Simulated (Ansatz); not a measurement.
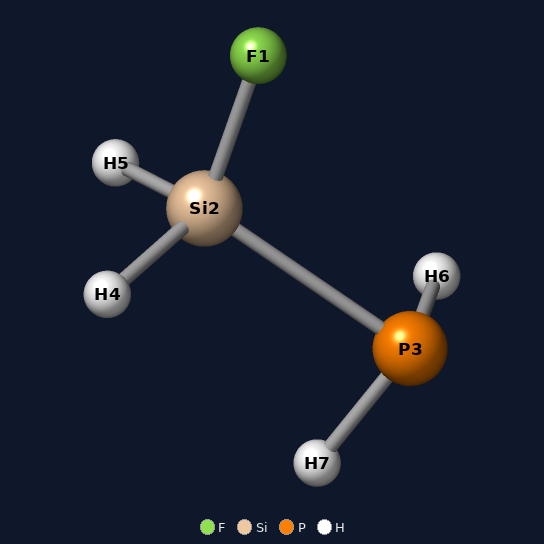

Sticks follow a distance rule. Harmonic vibrations computed with RKS PBE0-D4/def2-TZVP (Ansatz 0.2.0) at a stationary point of the same level.

**Is this a minimum or a saddle point?**

A minimum: no imaginary frequency, and the lowest mode lies at 125 cm⁻¹.

**How many vibrational modes are there, and where do they lie?**

15 modes: 125, 199, 447, 469, 652, 717, 759, 862, 905, 956, 1086, 2232, 2241, 2397, 2414 cm⁻¹.
